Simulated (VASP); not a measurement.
Band structure of Mg3CdO4 (space group Pm-3m). All values below come from r2SCAN meta-GGA, VASP's PBE PAW potentials (set 64) (plane waves; VASP).

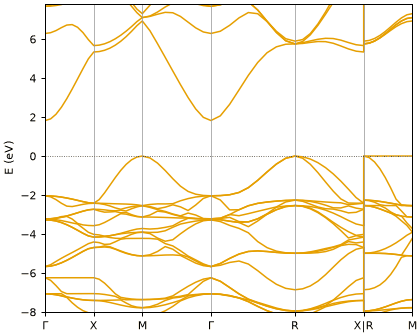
Bands along high-symmetry lines, zero at the valence-band maximum or, without a gap, the Fermi level

Read the plot: is there a gap, and where are the band edges?

The gap is indirect, 1.82 eV, from the valence maximum at R to the conduction minimum at Γ.

The structure comes from a computed database's Mg3CdO4 entry (Pm-3m); how it stands against other phases isn't given here. It was relaxed first.
